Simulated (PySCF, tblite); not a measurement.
# C₅H₆BF₂N: a rotation path, then NMR shifts on frames, part 2 of 2

tblite 0.8.0 and PySCF 2.14.0. Atoms count from 0. Earlier steps stand in the parts before.

## (5) Nuclear shieldings: image 4, PBE0/pcSseg-1

The job: settings as JSON, then the geometry in Å.

```
{"job": {"kind": "nmr", "xc": "PBE0", "basis": "pcSseg-1", "pop": false}, "charge": 0, "multiplicity": 1}
B     -3.007200    -0.251100    -0.261900
N     -1.616400    -0.061500     0.073500
C     -0.499500     0.092800     0.319100
C      0.927000     0.239500     0.569200
F      1.125700     0.599100     1.890400
C      1.567000    -1.047400     0.308000
C      2.116800    -2.089100     0.098500
C      1.539300     1.352900    -0.348700
F      2.121700     2.319000     0.406500
H     -3.419600    -1.075000     0.490400
H     -3.534800     0.808100    -0.137400
H     -2.997100    -0.629200    -1.392500
H      2.596000    -3.004300    -0.087500
H      2.314200     0.923200    -0.993400
H      0.762600     1.831100    -0.956100
```

Level: GIAO PBE0/pcSseg-1 NMR shielding, non-relativistic, gas phase.

Standard output:

```text
coarse grid: 13472 points
cycle   1  E = -472.4539976592  dE =  1.456e+00  |g| = 9.035e-01  |ddm| = 3.568e+00
cycle   2  E = -471.8815407497  dE =  5.725e-01  |g| = 1.867e+00  |ddm| = 2.416e+00
cycle   3  E = -472.6153463479  dE = -7.338e-01  |g| = 2.989e-01  |ddm| = 1.732e+00
cycle   4  E = -472.6312166556  dE = -1.587e-02  |g| = 1.484e-01  |ddm| = 2.832e-01
cycle   5  E = -472.6356287988  dE = -4.412e-03  |g| = 3.229e-02  |ddm| = 1.016e-01
cycle   6  E = -472.6358728318  dE = -2.440e-04  |g| = 9.543e-03  |ddm| = 3.553e-02
cycle   7  E = -472.6358918627  dE = -1.903e-05  |g| = 4.140e-03  |ddm| = 8.677e-03
cycle   8  E = -472.6358954247  dE = -3.562e-06  |g| = 8.595e-04  |ddm| = 2.859e-03
final grid: 133680 points
cycle   9  E = -472.7027037956  dE = -5.033e-05  |g| = 7.499e-03  |ddm| = 4.160e-02
cycle  10  E = -472.7026938059  dE =  9.990e-06  |g| = 1.095e-02  |ddm| = 1.665e-02
cycle  11  E = -472.7027161942  dE = -2.239e-05  |g| = 1.721e-03  |ddm| = 9.477e-03
cycle  12  E = -472.7027167763  dE = -5.821e-07  |g| = 6.452e-04  |ddm| = 1.508e-03
cycle  13  E = -472.7027168679  dE = -9.155e-08  |g| = 1.794e-04  |ddm| = 5.600e-04
cycle  14  E = -472.7027168742  dE = -6.351e-09  |g| = 3.705e-05  |ddm| = 1.426e-04
cycle  15  E = -472.7027168744  dE = -1.620e-10  |g| = 2.820e-05  |ddm| = 4.600e-05
converged SCF energy = -472.7027168744

GIAO shielding tensors (ppm)
atom      isotropic    diamagn.    paramagn.     s11        s22        s33       span
  0 B      144.868     194.343     -49.475    133.165    133.454    167.985     34.821
  1 N       16.179     327.581    -311.402   -131.554   -106.021    286.111    417.665
  2 C       77.456     267.872    -190.416    -17.096     -8.314    257.779    274.875
  3 C      111.558     227.442    -115.884     84.760     98.551    151.363     66.603
  4 F      347.312     467.381    -120.069    308.560    347.721    385.656     77.096
  5 C      105.576     266.055    -160.479      2.760     14.749    299.221    296.462
  6 C       95.883     256.110    -160.226     27.204     38.340    222.107    194.903
  7 C       96.400     244.577    -148.177     70.240     83.885    135.074     64.834
  8 F      412.456     463.431     -50.975    354.879    387.494    494.995    140.115
  9 H       29.699      29.449       0.250     26.366     28.863     33.869      7.503
 10 H       29.745      29.417       0.328     26.355     28.906     33.973      7.618
 11 H       29.632      30.034      -0.402     26.354     28.823     33.720      7.366
 12 H       28.962      33.426      -4.465     24.464     24.662     37.759     13.295
 13 H       26.517      26.911      -0.394     22.675     27.448     29.428      6.753
 14 H       26.532      28.279      -1.747     22.787     27.326     29.483      6.697
```

Wall time 96 s (1 thread, shared host).

Key values: δ C2 109.5, C6 91.0, C7 90.5, C5 81.3, H13 5.20, H14 5.19 ppm.

## (6) NMR shieldings: image 6, PBE0/pcSseg-1

The job: settings as JSON, then the geometry in Å.

```
{"job": {"kind": "nmr", "xc": "PBE0", "basis": "pcSseg-1", "pop": false}, "charge": 0, "multiplicity": 1}
B     -3.003700    -0.297800    -0.310400
N     -1.621200    -0.080500     0.041000
C     -0.507000     0.095800     0.284000
C      0.908200     0.271700     0.578700
F      1.049500     0.680500     1.896000
C      1.582300    -1.006200     0.370500
C      2.144100    -2.045300     0.181100
C      1.509700     1.375200    -0.337100
F      2.644900     1.872100     0.222600
H     -3.417200    -1.113700     0.449700
H     -3.550100     0.754700    -0.214700
H     -2.968400    -0.697000    -1.432900
H      2.639100    -2.956700     0.019700
H      1.778600     0.949000    -1.309800
H      0.806800     2.206200    -0.460100
```

Method: GIAO PBE0/pcSseg-1 NMR shielding, non-relativistic, gas phase.

Standard output:

```text
coarse grid: 13472 points
cycle   1  E = -472.4591717492  dE =  1.455e+00  |g| = 9.060e-01  |ddm| = 3.577e+00
cycle   2  E = -471.8776699200  dE =  5.815e-01  |g| = 1.878e+00  |ddm| = 2.276e+00
cycle   3  E = -472.6214019527  dE = -7.437e-01  |g| = 2.988e-01  |ddm| = 1.637e+00
cycle   4  E = -472.6371079214  dE = -1.571e-02  |g| = 1.513e-01  |ddm| = 2.859e-01
cycle   5  E = -472.6417035785  dE = -4.596e-03  |g| = 3.287e-02  |ddm| = 1.018e-01
cycle   6  E = -472.6419611664  dE = -2.576e-04  |g| = 9.576e-03  |ddm| = 3.516e-02
cycle   7  E = -472.6419802963  dE = -1.913e-05  |g| = 4.208e-03  |ddm| = 8.440e-03
cycle   8  E = -472.6419839746  dE = -3.678e-06  |g| = 8.466e-04  |ddm| = 2.858e-03
final grid: 133680 points
cycle   9  E = -472.7079178244  dE = -4.632e-05  |g| = 7.461e-03  |ddm| = 4.377e-02
cycle  10  E = -472.7079077678  dE =  1.006e-05  |g| = 1.087e-02  |ddm| = 1.561e-02
cycle  11  E = -472.7079302262  dE = -2.246e-05  |g| = 1.818e-03  |ddm| = 8.695e-03
cycle  12  E = -472.7079308860  dE = -6.597e-07  |g| = 6.291e-04  |ddm| = 1.515e-03
cycle  13  E = -472.7079309733  dE = -8.733e-08  |g| = 1.812e-04  |ddm| = 5.579e-04
cycle  14  E = -472.7079309792  dE = -5.903e-09  |g| = 6.529e-05  |ddm| = 1.548e-04
cycle  15  E = -472.7079309800  dE = -8.308e-10  |g| = 3.093e-05  |ddm| = 5.887e-05
converged SCF energy = -472.7079309800

GIAO shielding tensors (ppm)
atom      isotropic    diamagn.    paramagn.     s11        s22        s33       span
  0 B      144.885     194.428     -49.542    132.949    133.403    168.304     35.354
  1 N       13.018     327.857    -314.839   -139.124   -109.175    287.352    426.476
  2 C       79.083     268.490    -189.407    -13.451     -6.663    257.362    270.813
  3 C      108.689     228.638    -119.949     82.986     97.273    145.806     62.820
  4 F      348.094     468.364    -120.270    293.945    353.728    396.609    102.664
  5 C      107.409     264.379    -156.970      5.813     18.270    298.143    292.330
  6 C       96.419     256.370    -159.951     28.060     34.457    226.741    198.681
  7 C       96.937     243.704    -146.767     73.069     84.364    133.378     60.310
  8 F      421.043     463.664     -42.622    379.272    408.104    475.752     96.480
  9 H       29.687      29.479       0.208     26.386     28.822     33.852      7.466
 10 H       29.768      29.487       0.281     26.386     28.931     33.987      7.602
 11 H       29.611      30.077      -0.466     26.304     28.818     33.711      7.407
 12 H       29.051      33.453      -4.402     24.403     24.679     38.072     13.668
 13 H       26.759      27.531      -0.772     23.740     27.210     29.327      5.587
 14 H       26.584      28.090      -1.506     22.065     27.584     30.101      8.036
```

Run time: 90 s. Hardware: 1 thread, shared host.

Key values: δ C2 107.8, C6 90.5, C7 90.0, C5 79.5, H14 5.13, H13 4.96 ppm.

## (7) NMR shieldings: image 8, PBE0/pcSseg-1

The job: settings as JSON, then the geometry in Å.

```
{"job": {"kind": "nmr", "xc": "PBE0", "basis": "pcSseg-1", "pop": false}, "charge": 0, "multiplicity": 1}
B     -2.998800    -0.327900    -0.369900
N     -1.620500    -0.097200    -0.009900
C     -0.515200     0.092300     0.260800
C      0.889700     0.288200     0.590300
F      0.988300     0.703000     1.914800
C      1.594500    -0.976700     0.412000
C      2.198000    -2.001600     0.288000
C      1.480600     1.394100    -0.315300
F      2.841500     1.389300    -0.263700
H     -3.407300    -1.133700     0.403200
H     -3.546100     0.725100    -0.287400
H     -2.960300    -0.741200    -1.486500
H      2.724100    -2.901600     0.166800
H      1.189100     1.221500    -1.356900
H      1.137900     2.374500     0.031900
```

Method: GIAO PBE0/pcSseg-1 NMR shielding, non-relativistic, gas phase.

Standard output:

```text
coarse grid: 13472 points
cycle   1  E = -472.4616509120  dE =  1.455e+00  |g| = 9.094e-01  |ddm| = 3.557e+00
cycle   2  E = -471.8735677286  dE =  5.881e-01  |g| = 1.889e+00  |ddm| = 2.447e+00
cycle   3  E = -472.6247394557  dE = -7.512e-01  |g| = 2.999e-01  |ddm| = 1.743e+00
cycle   4  E = -472.6404986392  dE = -1.576e-02  |g| = 1.517e-01  |ddm| = 2.877e-01
cycle   5  E = -472.6451256434  dE = -4.627e-03  |g| = 3.290e-02  |ddm| = 1.039e-01
cycle   6  E = -472.6453806073  dE = -2.550e-04  |g| = 1.013e-02  |ddm| = 3.506e-02
cycle   7  E = -472.6454024082  dE = -2.180e-05  |g| = 4.211e-03  |ddm| = 8.726e-03
cycle   8  E = -472.6454060808  dE = -3.673e-06  |g| = 8.188e-04  |ddm| = 2.852e-03
final grid: 133680 points
cycle   9  E = -472.7109224333  dE = -4.645e-05  |g| = 7.609e-03  |ddm| = 4.240e-02
cycle  10  E = -472.7109121075  dE =  1.033e-05  |g| = 1.109e-02  |ddm| = 1.606e-02
cycle  11  E = -472.7109352261  dE = -2.312e-05  |g| = 1.783e-03  |ddm| = 9.001e-03
cycle  12  E = -472.7109358532  dE = -6.271e-07  |g| = 6.459e-04  |ddm| = 1.499e-03
cycle  13  E = -472.7109359460  dE = -9.277e-08  |g| = 1.853e-04  |ddm| = 5.758e-04
cycle  14  E = -472.7109359519  dE = -5.989e-09  |g| = 7.724e-05  |ddm| = 1.593e-04
cycle  15  E = -472.7109359532  dE = -1.233e-09  |g| = 2.869e-05  |ddm| = 6.484e-05
cycle  16  E = -472.7109359533  dE = -1.643e-10  |g| = 5.408e-06  |ddm| = 1.919e-05
converged SCF energy = -472.7109359533

GIAO shielding tensors (ppm)
atom      isotropic    diamagn.    paramagn.     s11        s22        s33       span
  0 B      145.025     194.472     -49.447    132.933    133.656    168.485     35.552
  1 N       13.485     327.777    -314.292   -131.841   -117.032    289.329    421.170
  2 C       79.891     268.594    -188.704     -9.569     -8.188    257.429    266.998
  3 C      104.502     229.127    -124.626     79.452     96.210    137.843     58.391
  4 F      332.581     469.195    -136.613    277.502    323.983    396.259    118.757
  5 C      111.445     264.971    -153.526     13.835     22.294    298.206    284.371
  6 C       93.354     256.540    -163.186     26.114     28.023    225.925    199.811
  7 C       95.730     243.482    -147.752     75.433     83.029    128.727     53.295
  8 F      418.078     466.277     -48.199    389.548    395.756    468.931     79.382
  9 H       29.693      29.500       0.193     26.368     28.850     33.862      7.494
 10 H       29.790      29.494       0.296     26.389     28.948     34.032      7.643
 11 H       29.664      30.040      -0.376     26.370     28.858     33.764      7.394
 12 H       28.995      33.504      -4.509     24.332     24.657     37.996     13.664
 13 H       26.972      27.817      -0.845     22.895     27.775     30.248      7.353
 14 H       26.470      27.583      -1.113     22.630     27.145     29.634      7.004
```

Wall time 96 s (1 thread, shared host).

In short: δ C2 107.0, C6 93.6, C7 91.2, C3 82.4, H14 5.25, H13 4.74 ppm.

## (8) Comparing the runs: NMR shifts

Shifts (ppm) of some atoms, chosen among heavy atoms and hydrogens apart, with basis size and wall time:

```tsv
frame	C3	C5	H13	H14	N1	F4	F8	functions	time
image 0	82.6	76.1	5.27	4.89	254.1	-164.0	-241.2	183	89 s
image 2	78.3	78.2	5.15	5.00	250.2	-175.5	-242.5	183	85 s
image 4	75.4	81.3	5.20	5.19	251.6	-176.4	-241.5	183	96 s
image 6	78.2	79.5	4.96	5.13	254.7	-177.1	-250.1	183	90 s
image 8	82.4	75.5	4.74	5.25	254.2	-161.6	-247.1	183	96 s
```

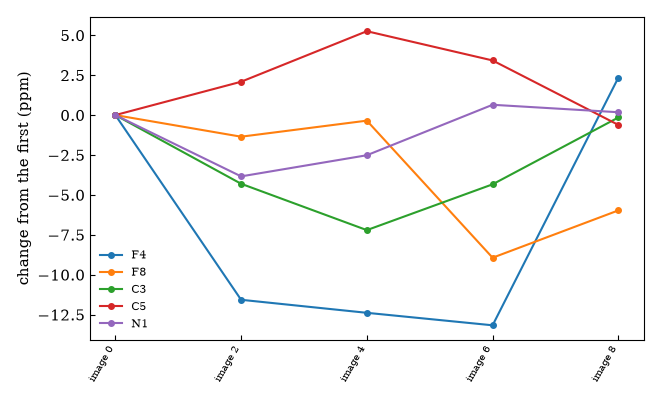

How five of the tabulated atoms move from run to run.

## (9) Results

This closing draws on all 2 parts.

| quantity | value |
| --- | --- |
| barrier | 0.177 eV (4.1 kcal/mol) at image 4 |
| end to end (GFN2-xTB) | 0.014 eV |
| 13C shifts against TMS (PBE0/pcSseg-1, image 0) | 107.3, 92.5, 92.4, 82.6, 76.1 ppm |
| 1H shifts against TMS (PBE0/pcSseg-1, image 0) | 5.27, 4.89, 2.67, 2.13, 2.02, 2.02 ppm |
| 11B shifts against BF3·OEt2 (PBE0/pcSseg-1, image 0) | -44.8 ppm |
| 15N shifts against NH3 (PBE0/pcSseg-1, image 0) | 254.1 ppm |
| 19F shifts against CFCl3 (PBE0/pcSseg-1, image 0) | -164.0, -241.2 ppm |
| range of the shift of F4 | -177.1 to -161.6 ppm |

What this shows: Along the band the dihedral turns by 147°, and the top (dihedral 242°) lies 4.1 kcal/mol above the start (GFN2-xTB, rough), so at room temperature this motion is fast. Ends this close can change order at a higher level. The top was not checked by a frequency run. Shifts at one fixed geometry are not the observed spectrum, which averages over the motion. In the first frame run (image 0): The widest tensor belongs to N1: span 428 ppm, with a paramagnetic part of -314 ppm. Across the 5 runs the shift of F4 moves most, between -177.1 (image 6) and -161.6 ppm (image 8).
